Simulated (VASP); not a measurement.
Band structure of HgS (zinc blende). These are PBEsol GGA, VASP's PBE PAW potentials (set 64) (plane waves; VASP) values and carry that method's errors.

Unless said otherwise, spin-orbit coupling is left out, though it shifts the bands of the heavy elements here.

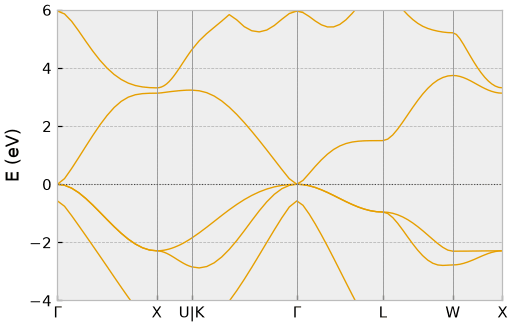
Figure. Bands along high-symmetry lines, zero at the valence-band maximum or, without a gap, the Fermi level

Q: Read the plot: is there a gap, and where are the band edges?

A: It has no gap at this level: it comes out as a metal or semimetal. (Edges off the drawn lines would not show.)

The compound is HgS in the zinc blende structure, metacinnabar; cinnabar is the stable form. It was relaxed first.
